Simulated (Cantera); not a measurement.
Charge: 1 mol Si₃N₄, 0.092 mol C, 0.13 mol N₂, at 2650 K.

Cantera equilibrium calculation (NASA polynomials, part measured and part estimated; ideal gas, pure solids and liquids). Candidate condensed phases: C, Si, SiC, Si₃N₄; 20 gas species. Mutual solubility and eutectic melting of coexisting phases are not modelled. The tables' values for SiN are old estimates; treat these amounts as uncertain. The numbers say what is thermodynamically allowed, not how fast it happens.

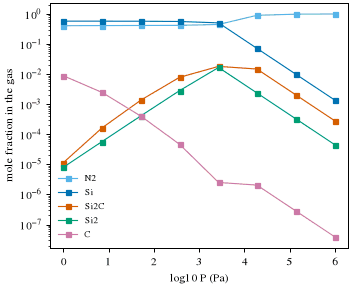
*Equilibrium gas composition (values under 1e-9 drawn at 1e-9)*

Task: Read off the mole fractions at 0.00370 bar.

Result: Si about 0.56, N₂ about 0.42, Si₂C about 0.0078, Si₂ about 0.0028, C about 4.7e-5.
